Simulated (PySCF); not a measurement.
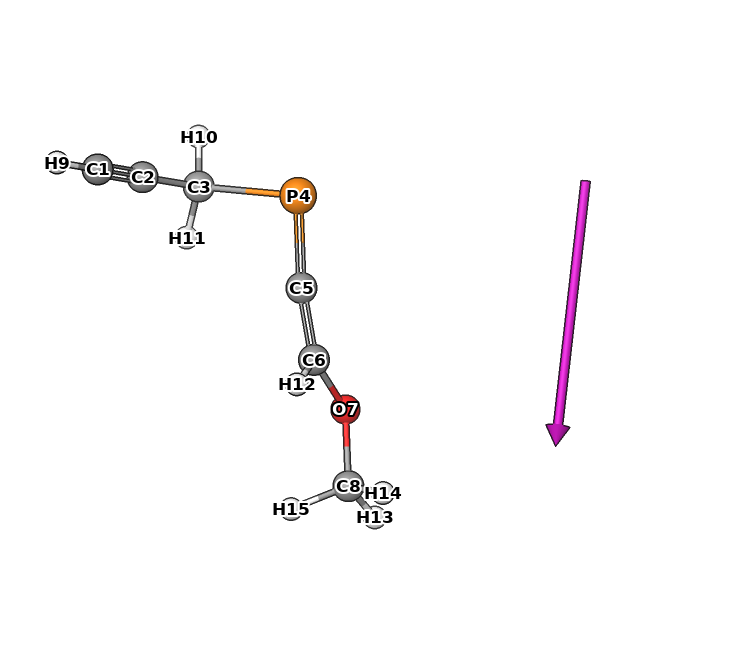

The arrow beside the molecule shows the direction of the dipole moment, from the negative to the positive end (its length means nothing). The geometry was computed by an optimisation with GFN2-xTB. No frequency run is at hand to confirm it as a minimum. Method: CAM-B3LYP/def2-SVPD, gas phase (PySCF 2.14.0).

> Estimate the dipole moment.

2.36 D; it points from the side of H10 to the side of H15 (the outermost atoms at the two ends).

The geometry is semi-empirical. Around P such bond lengths and angles can be off by a tenth of an ångström or more and by several degrees, and values that hang on the shape move with them.
